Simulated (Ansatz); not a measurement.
# PSi2: the cost of one run

Program: Ansatz 0.2.0, Gaussian basis. Level of theory: cc-pVTZ, core rule «outside noble gas», up to 15 orbitals frozen. These are calculated values, not measurements.

The runs, in order: UHF; CCSD(T) on ROHF; CCSD(T) on UHF; BCCD(T) on ROHF; CCSDT(Q) on ROHF; CCSDT(Q) on UHF; CASSCF and NEVPT2, 13 electrons in 12 orbitals.

3 further runs of the same task are left out: 3 set aside as unsound or not needed.

**1. The geometry**

The geometry is a PBE0/def2-TZVP stationary point (not a proven minimum) of the parent state, kept for this charge and spin.

3 atoms, charge 0, spin multiplicity 2.

Atoms are counted from 1 here; the program's logs count them from 0.

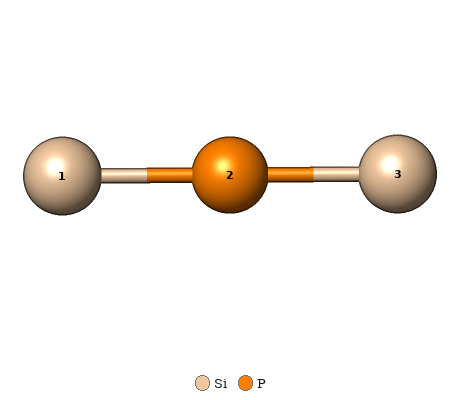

The structure; silicon light orange, phosphorus orange; atoms are numbered from 1 in the order of the file.

**2. UHF**

in.yaml reads:

```yaml
crystal:
  periodic: [false, false, false]
  atoms:
    - {symbol: Si, position_ang: [0.000000, 0.000000, 2.159500]}
    - {symbol: P, position_ang: [0.000000, 0.000000, 0.000000]}
    - {symbol: Si, position_ang: [0.000000, 0.000000, -2.159500]}
basis:
  gaussian: {orbitals: cc-pVTZ}
magnetization: {spin_polarized: true, initial_magnetization: 1}
hamiltonian: {xc: hf}
output: {orbitals: {seedname: orbitals}}
```

Launch:

```bash
ansatz run in.yaml --threads 1 --pin off --events-out ev --progress --plain --max-ram 4096MiB --backend cpu
```

Q: Estimate wall time and peak memory on 1 thread of AMD EPYC 7R13, shared host.

About 11 s, with a peak of 0.34 GiB.
